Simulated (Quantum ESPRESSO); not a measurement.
# GdP (Fm-3m): zone-centre phonons

Which modes does GdP (Fm-3m) have at the zone centre?

Main program and level: Quantum ESPRESSO 7.5; DFT LDA, scalar-relativistic, plane waves, JTH PAW pseudopotentials.

## 1. The structure

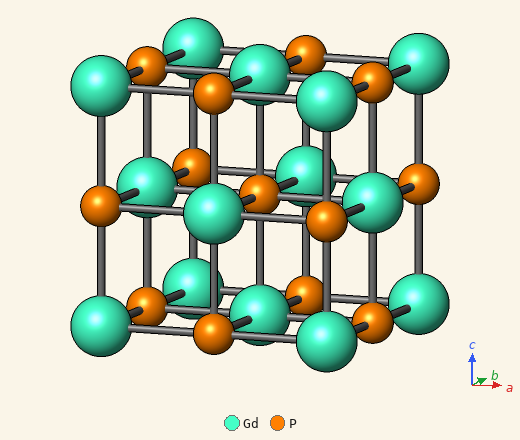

The starting structure, seen slightly off an axis (gadolinium teal, phosphorus orange). This picture shows the conventional cell, with its axes. Some periodic images of atoms are drawn too.

## 2. A probe with smearing

Before anything dear is run, a loose run with smearing shows whether this is a metal and how far the cell is from rest.

probe.in reads:

```
 &control
    calculation='scf',
    prefix='x',
    outdir='./tmp',
    pseudo_dir='./pseudo',
    tprnfor=.true.,
    tstress=.true.,
    verbosity='high',
 /
 &system
    ibrav=0,
    nat=2,
    ntyp=2,
    ecutwfc=40.0,
    ecutrho=200.0,
    occupations='smearing',
    smearing='gaussian',
    degauss=0.01,
    nspin=2,
    starting_magnetization(1)=0.389,
 /
 &electrons
    conv_thr=1.0d-07,
    mixing_beta=0.4,
    electron_maxstep=100,
 /
ATOMIC_SPECIES
 Gd    157.2500  Gd.upf
 P      30.9738  P.upf
CELL_PARAMETERS angstrom
     0.000000000    2.869937520    2.869937520
     2.869937520    0.000000000    2.869937520
     2.869937520    2.869937520    0.000000000
ATOMIC_POSITIONS crystal
 Gd     0.000000000   0.000000000   0.000000000
 P      0.500000000   0.500000000   0.500000000
K_POINTS automatic
 6 6 6 0 0 0
```

Command:

```
$ OMP_NUM_THREADS=1 mpirun -n 4 pw.x -nk 4 -in probe.in > probe.out
```

The program printed:

```text
[banners, grids, parts of the stress and lines that vanish by symmetry left out]
Program PWSCF v.7.5
     file Gd.upf: wavefunction(s)  5S 6S 5P 0P 5D 0D 4F 0F renormalized
     file P.upf: wavefunction(s)  0S 0P renormalized
[...]
kinetic-energy cutoff     =      40.0000  Ry
     charge density cutoff     =     200.0000  Ry
     scf convergence threshold =      1.0E-07
[...]
Exchange-correlation= SLA PW NOGX NOGC
                           (   1   4   0   0   0   0   0)
[...]
48 Sym. Ops., with inversion, found
[...]
(     0          1          0      )
                  (     0          0          1      )
[...]
( -0.0000000  1.0000000  0.0000000 )
                  ( -0.0000000  0.0000000  1.0000000 )
[...]
(     1          0         -1      )
[...]
( -1.0000000  0.0000000 -0.0000000 )
                  ( -0.0000000  1.0000000 -0.0000000 )
[...]
number of k points=    16  Gaussian smearing, width (Ry)=  0.0100
[...]
atom   1 (R=0.292)  charge= 15.3140  magn=  6.9220
     atom   2 (R=0.292)  charge=  4.1160  magn= -0.0674
     End of self-consistent calculation
[...]
the Fermi energy is    11.0106 ev
!    total energy              =    -722.42496059 Ry
[...]
convergence has been achieved in  12 iterations
[...]
atom    1 type  1   force =     0.00000000    0.00000000   -0.00000000
     atom    2 type  2   force =    -0.00000000   -0.00000000    0.00000000
[...]
Total force =     0.000000     Total SCF correction =     0.000000
[...]
total   stress  (Ry/bohr**3)                   (kbar)     P=      -54.31
[...]
XML data file, charge density, pseudopotentials, collected wavefunctions

   JOB DONE.

[key lines of the parts left out:]
total magnetization       =     6.98 Bohr mag/cell
```

The job ended after 16 s (4 MPI ranks of Intel Xeon at 2.70GHz, shared host).

Numbers from this step:

- volume per atom: 23.64 Å³
- pressure: -5.431 GPa
- gap on the k-mesh: 0 eV
- site moments: 6.922, -0.0674 μB

No gap opens on this mesh, so smearing is kept; the start stands at -5.4 GPa.

## 3. Relaxation

The relaxation runs at a cutoff a fifth above that of the response, since stress converges more slowly with the basis than frequencies do. Forces and stress are brought to rest with tight thresholds.

relax.in reads:

```
 &control
    calculation='vc-relax',
    prefix='x',
    outdir='./tmp',
    pseudo_dir='./pseudo',
    tprnfor=.true.,
    tstress=.true.,
    forc_conv_thr=2.0d-05,
    etot_conv_thr=1.0d-07,
    nstep=40,
 /
 &system
    ibrav=0,
    nat=2,
    ntyp=2,
    ecutwfc=48,
    ecutrho=240.0,
    occupations='smearing',
    smearing='mv',
    degauss=0.02,
    nspin=2,
    starting_magnetization(1)=0.423,
 /
 &electrons
    conv_thr=1.0d-11,
    mixing_beta=0.4,
    electron_maxstep=100,
 /
 &ions
 /
 &cell
    press_conv_thr=0.2,
 /
ATOMIC_SPECIES
 Gd    157.2500  Gd.upf
 P      30.9738  P.upf
CELL_PARAMETERS angstrom
     0.000000000    2.869937520    2.869937520
     2.869937520    0.000000000    2.869937520
     2.869937520    2.869937520    0.000000000
ATOMIC_POSITIONS crystal
 Gd     0.000000000   0.000000000   0.000000000
 P      0.500000000   0.500000000   0.500000000
K_POINTS automatic
 12 12 12 0 0 0
```

Command:

```
$ OMP_NUM_THREADS=1 mpirun -n 4 pw.x -nk 4 -in relax.in > relax.out
```

The program printed:

```text
[banners, grids, parts of the stress and lines that vanish by symmetry left out]
[banner, memory and clock lines left out]
Program PWSCF v.7.5

[...]
kinetic-energy cutoff     =      48.0000  Ry
     charge density cutoff     =     240.0000  Ry
     scf convergence threshold =      1.0E-11
[...]
energy convergence thresh.=      1.0E-07
     force convergence thresh. =      2.0E-05
     press convergence thresh. =      2.0E-01
     Exchange-correlation= SLA PW NOGX NOGC
                           (   1   4   0   0   0   0   0)
[...]
48 Sym. Ops., with inversion, found
[...]
number of k points=    72  Marzari-Vanderbilt smearing, width (Ry)=  0.0200
[...]
atom   1 (R=0.292)  charge= 15.3144  magn=  6.9210
     atom   2 (R=0.292)  charge=  4.1177  magn= -0.0655
     End of self-consistent calculation
[...]
the Fermi energy is    11.0977 ev
!    total energy              =    -722.42552733 Ry
[...]
convergence has been achieved in  16 iterations
[...]
atom    1 type  1   force =     0.00000000    0.00000000   -0.00000000
     atom    2 type  2   force =     0.00000000   -0.00000000    0.00000000
     Total force =     0.000000     Total SCF correction =     0.000000
[...]
total   stress  (Ry/bohr**3)                   (kbar)     P=      -53.28
[...]
number of bfgs steps    =   0
[...]
CELL_PARAMETERS (angstrom)
[...]
ATOMIC_POSITIONS (crystal)
Gd              -0.0000000000       -0.0000000000        0.0000000000
P                0.5000000000        0.5000000000        0.5000000000
[...]
New effective cutoffs (rho, wfc):  244.32   48.87
[...]
c_bands:  4 eigenvalues not converged
     c_bands:  1 eigenvalues not converged
     c_bands:  3 eigenvalues not converged
     c_bands:  1 eigenvalues not converged
[...]
atom   1 (R=0.292)  charge= 15.3381  magn=  6.9201
     atom   2 (R=0.292)  charge=  4.1445  magn= -0.0678
     End of self-consistent calculation
[...]
the Fermi energy is    11.4767 ev
!    total energy              =    -722.42806782 Ry
[...]
convergence has been achieved in  28 iterations
[...]
atom    1 type  1   force =    -0.00000000    0.00000000   -0.00000000
     atom    2 type  2   force =     0.00000000    0.00000000    0.00000000
     Total force =     0.000000     Total SCF correction =     0.000000
[...]
total   stress  (Ry/bohr**3)                   (kbar)     P=      -33.30
[...]
number of bfgs steps    =   1
[...]
CELL_PARAMETERS (angstrom)
[...]
ATOMIC_POSITIONS (crystal)
Gd               0.0000000000       -0.0000000000        0.0000000000
P                0.5000000000        0.5000000000        0.5000000000
[...]
New effective cutoffs (rho, wfc):  251.16   50.24
[...]
atom   1 (R=0.285)  charge= 15.2386  magn=  6.9065
     atom   2 (R=0.285)  charge=  4.0296  magn= -0.0708
     End of self-consistent calculation
[...]
the Fermi energy is    12.0744 ev
!    total energy              =    -722.42947770 Ry
[...]
convergence has been achieved in  43 iterations
[...]
atom    1 type  1   force =     0.00000000    0.00000000    0.00000000
     atom    2 type  2   force =    -0.00000000   -0.00000000    0.00000000
     Total force =     0.000000     Total SCF correction =     0.000000
[...]
total   stress  (Ry/bohr**3)                   (kbar)     P=        1.50
[...]
number of bfgs steps    =   2
[...]
CELL_PARAMETERS (angstrom)
[...]
ATOMIC_POSITIONS (crystal)
[...]
New effective cutoffs (rho, wfc):  250.87   50.18
[...]
atom   1 (R=0.285)  charge= 15.2371  magn=  6.9066
     atom   2 (R=0.285)  charge=  4.0279  magn= -0.0706
     End of self-consistent calculation
[...]
the Fermi energy is    12.0486 ev
!    total energy              =    -722.42948021 Ry
[...]
convergence has been achieved in  24 iterations
[...]
atom    1 type  1   force =     0.00000000    0.00000000    0.00000000
     atom    2 type  2   force =    -0.00000000    0.00000000    0.00000000
     Total force =     0.000000     Total SCF correction =     0.000000
[...]
total   stress  (Ry/bohr**3)                   (kbar)     P=       -0.09
[...]
number of bfgs steps    =   3
[...]
CELL_PARAMETERS (angstrom)
[...]
ATOMIC_POSITIONS (crystal)
[...]
New effective cutoffs (rho, wfc):  250.88   50.19
[...]
atom   1 (R=0.285)  charge= 15.2371  magn=  6.9066
     atom   2 (R=0.285)  charge=  4.0280  magn= -0.0706
     End of self-consistent calculation
[...]
the Fermi energy is    12.0500 ev
!    total energy              =    -722.42948022 Ry
[...]
convergence has been achieved in  25 iterations
[...]
atom    1 type  1   force =     0.00000000   -0.00000000   -0.00000000
     atom    2 type  2   force =     0.00000000    0.00000000    0.00000000
     Total force =     0.000000     Total SCF correction =     0.000000
[...]
total   stress  (Ry/bohr**3)                   (kbar)     P=        0.00
[...]
bfgs converged in   5 scf cycles and   4 bfgs steps
[...]
End of BFGS Geometry Optimization
     Final enthalpy           =    -722.4294802181 Ry
     File ./tmp/x.bfgs deleted, as requested
[...]
CELL_PARAMETERS (angstrom)
[...]
ATOMIC_POSITIONS (crystal)
Gd               0.0000000000       -0.0000000000        0.0000000000
P                0.5000000000        0.5000000000        0.5000000000
[...]
Final scf calculation at the relaxed structure.
[...]
kinetic-energy cutoff     =      48.0000  Ry
     charge density cutoff     =     240.0000  Ry
     scf convergence threshold =      1.0E-13
[...]
press convergence thresh. =      2.0E-01
     Exchange-correlation= SLA PW NOGX NOGC
                           (   1   4   0   0   0   0   0)
[...]
48 Sym. Ops., with inversion, found
[...]
number of k points=    72  Marzari-Vanderbilt smearing, width (Ry)=  0.0200
[...]
c_bands:  1 eigenvalues not converged
     c_bands:  1 eigenvalues not converged
[...]
atom   1 (R=0.285)  charge= 15.2372  magn=  6.9066
     atom   2 (R=0.285)  charge=  4.0280  magn= -0.0706
     End of self-consistent calculation
[...]
the Fermi energy is    12.0500 ev
!    total energy              =    -722.42943020 Ry
[...]
convergence has been achieved in  25 iterations
[...]
atom    1 type  1   force =     0.00000000    0.00000000    0.00000000
     atom    2 type  2   force =     0.00000000   -0.00000000   -0.00000000
     Total force =     0.000000     Total SCF correction =     0.000000
[...]
total   stress  (Ry/bohr**3)                   (kbar)     P=       -0.06
[...]
XML data file, charge density, pseudopotentials, collected wavefunctions


[key lines of the parts left out:]
total magnetization       =     6.97 Bohr mag/cell
```

The job ended after 9.3 min (4 MPI ranks; 37 min of CPU time).

Relaxation path:

| step | energy less that of the first step (eV) | largest force (eV/Å) | pressure (GPa) | volume (Å³) |
| --- | --- | --- | --- | --- |
| 1 | 0.0000 | 0.0000 | -5.33 | 47.28 |
| 2 | -0.0346 | 0.0000 | -3.33 | 46.00 |
| 3 | -0.0537 | 0.0000 | 0.15 | 44.14 |
| 4 | -0.0538 | 0.0000 | -0.01 | 44.22 |
| 5 | -0.0538 | 0.0000 | 0.00 | 44.21 |
| 6 | -0.0531 | 0.0000 | -0.01 | 44.21 |

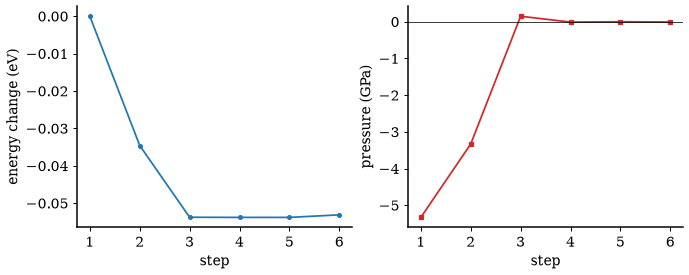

Energy and pressure along the relaxation.

| conventional cell, symmetrised | before | after | change |
| --- | --- | --- | --- |
| a (Å) | 5.740 | 5.613 | -2.2 % |
| b (Å) | 5.740 | 5.613 | -2.2 % |
| c (Å) | 5.740 | 5.613 | -2.2 % |
| volume (Å³/atom) | 23.64 | 22.11 | -6.5 % |

Final coordinates:

```
Gd P
1.0
     0.00000    2.80652    2.80652
     2.80652    0.00000    2.80652
     2.80652    2.80652    0.00000
Gd P
1 1
Cartesian
  0.0000 0.0000 0.0000
  2.8065 2.8065 2.8065
```

The last row of the table of steps is pw.x's closing run on a basis chosen anew for the final cell, so its energy can jump.

Numbers from this step:

```
volume per atom : 22.11 Å³
pressure        : -0.006000 GPa
site moments    : 6.907, -0.0706 μB
```

The volume changes by -6.5 % from the cell with which this run began.

## 4. Ground state

The response is built on this ground state, so it is converged far tighter than an energy would need. Smearing stays on, as the first look found no gap above 0.3 eV.

scf.in reads:

```
 &control
    calculation='scf',
    prefix='x',
    outdir='./tmp',
    pseudo_dir='./pseudo',
    tprnfor=.true.,
    tstress=.true.,
 /
 &system
    ibrav=0,
    nat=2,
    ntyp=2,
    ecutwfc=40.0,
    ecutrho=200.0,
    occupations='smearing',
    smearing='mv',
    degauss=0.02,
    nspin=2,
    starting_magnetization(1)=0.422,
 /
 &electrons
    conv_thr=1.0d-12,
    mixing_beta=0.4,
    electron_maxstep=100,
 /
ATOMIC_SPECIES
 Gd    157.2500  Gd.upf
 P      30.9738  P.upf
CELL_PARAMETERS angstrom
     0.000000000    2.806519550    2.806519550
     2.806519550    0.000000000    2.806519550
     2.806519550    2.806519550    0.000000000
ATOMIC_POSITIONS crystal
 Gd     0.000000000   0.000000000   0.000000000
 P      0.500000000   0.500000000   0.500000000
K_POINTS automatic
 12 12 12 0 0 0
```

Command:

```
$ OMP_NUM_THREADS=1 mpirun -n 4 pw.x -nk 4 -in scf.in > scf.out
```

The program printed:

```text
[banners, grids, parts of the stress and lines that vanish by symmetry left out]
[banner, memory and clock lines left out]
Program PWSCF v.7.5

[...]
kinetic-energy cutoff     =      40.0000  Ry
     charge density cutoff     =     200.0000  Ry
     scf convergence threshold =      1.0E-12
[...]
Exchange-correlation= SLA PW NOGX NOGC
                           (   1   4   0   0   0   0   0)
[...]
48 Sym. Ops., with inversion, found
[...]
number of k points=    72  Marzari-Vanderbilt smearing, width (Ry)=  0.0200
[...]
atom   1 (R=0.292)  charge= 15.2393  magn=  6.9068
     atom   2 (R=0.292)  charge=  4.0309  magn= -0.0706
     End of self-consistent calculation
[...]
the Fermi energy is    12.0504 ev
!    total energy              =    -722.42920657 Ry
[...]
convergence has been achieved in  16 iterations
[...]
atom    1 type  1   force =     0.00000000    0.00000000   -0.00000000
     atom    2 type  2   force =     0.00000000   -0.00000000   -0.00000000
     Total force =     0.000000     Total SCF correction =     0.000000
[...]
total   stress  (Ry/bohr**3)                   (kbar)     P=        0.09
[...]
XML data file, charge density, pseudopotentials, collected wavefunctions


[key lines of the parts left out:]
total magnetization       =     6.97 Bohr mag/cell
```

Wall time 42 s (4 MPI ranks).

This step gave:

```
pressure : 0.009 GPa
```

The cell stands at 0.009 GPa, close enough for phonons.

[end of part 1 of 2]

[Host names and launcher messages were left out of these logs when they were recorded.]

[Logs are printed without paths, hosts, clocks, repeated set-up lines and the standing remarks that a program may print on its own settings, such as how far it seeks lower states.]

[Hosts, paths, dates, database ids (printed as entryN), source tags and the programs' standing remarks are cut or masked in the printed files.]
